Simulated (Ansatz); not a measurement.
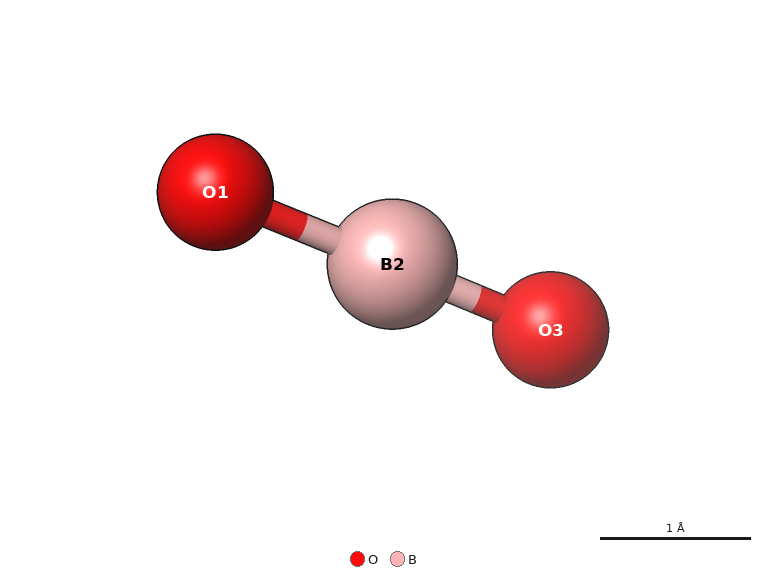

Simulated data, not a measurement (program: Ansatz).

Orthographic view. Atoms fade into the background with distance from the viewer. The species is neutral and a spin doublet. Geometry: a fixed input geometry, not necessarily a minimum.

Write a Z-matrix (Å, degrees) in the order of the atom numbers, with these reference atoms: 2 to 1; 3 to 2, 1.

```
O  
B    1   1.327
O    2   1.190   1   179.6
```
